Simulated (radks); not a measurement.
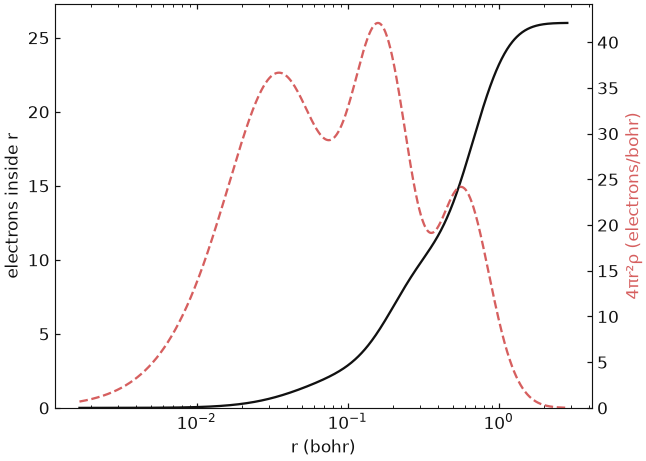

System: the Zn⁴⁺ ion, configuration [Ar] 3d8. All numbers are computed, not measured: scalar-relativistic Kohn-Sham, PBE, spin-unpolarised, spherical densities, point nucleus (the in-house radial solver radks).

The plot shows the number of electrons inside radius r (solid) and the radial density 4πr²ρ (dashed).

Describe it and give its main numbers.

The count levels off at 26 electrons. Half of them lie within 0.463 bohr, 90 % within 1.03 bohr and 99 % within 1.69 bohr. The radial density has minima at 0.0749 and 0.359 bohr, where the count stands at 2.1 and 10.9; these part the shells that the density resolves.
